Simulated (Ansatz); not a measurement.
Consider FH3In2Si.

Input

```
crystal:
  periodic: [false, false, false]
  atoms:
    - {symbol: F, position_ang: [0.528175, 0.495030, 3.491703]}
    - {symbol: In, position_ang: [-1.117609, 1.983648, 3.180722]}
    - {symbol: In, position_ang: [1.896919, -0.667450, 2.298346]}
    - {symbol: Si, position_ang: [-0.062718, 1.169232, 0.612279]}
    - {symbol: H, position_ang: [1.440081, 1.333621, 0.911900]}
    - {symbol: H, position_ang: [-0.059529, 1.243201, -0.898059]}
    - {symbol: H, position_ang: [-0.070645, -0.357011, 0.825945]}
basis:
  gaussian:
    orbitals: def2-TZVPD
hamiltonian:
  xc: pbe0
output:
  forces: true
  orbitals: {seedname: orbitals}
```

Command:

```sh
ansatz run input.yaml --threads 1 --pin off --max-ram 2610MiB --events-out events.jsonl --progress --plain --runs-dir runs
```

Geometry: r2SCAN-D4/def2-SVP; core potentials replace the inner electrons of In.

Theory: Ansatz, isolated molecule in a Gaussian basis; Kohn-Sham density functional theory, functional PBE0.

Q: Predict the electron density and electron localisation function between the atoms.

A: In–F (2.16 Å): ρ at the midpoint is about 0.47 e/Å³; the ELF is about 0.10 at the midpoint.
In–Si (2.89 Å): ρ is about 0.27 e/Å³ halfway; the ELF peaks at about 0.95 in the valence shell of Si, 1.1 Å from its nucleus, and drops to about 0.20 between the two atoms.
Si–H (1.51 Å): ρ is about 0.75 e/Å³ halfway; the ELF climbs to about 1 towards the hydrogen, as it does in any bond to H.
In–F (2.24 Å): the density is about 0.38 e/Å³ at the midpoint; the ELF is about 0.10 at the midpoint.

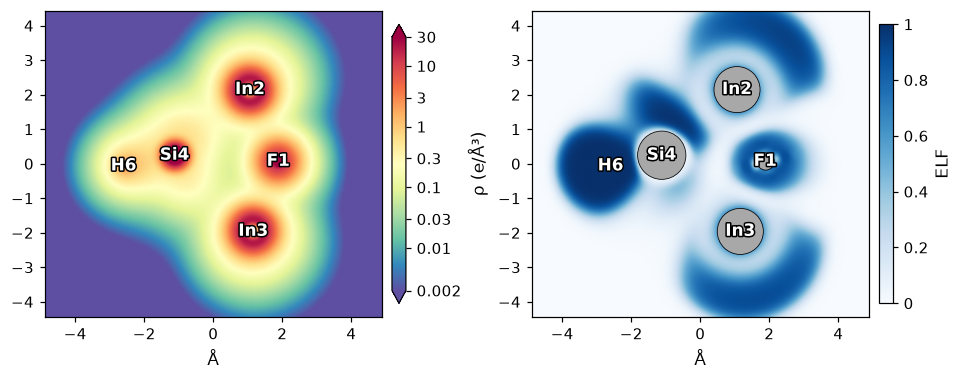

Computed electron density and electron localisation function on the plane of atoms In2, F1 and In3, in this order. Grey discs cover the atomic cores in the ELF map. 
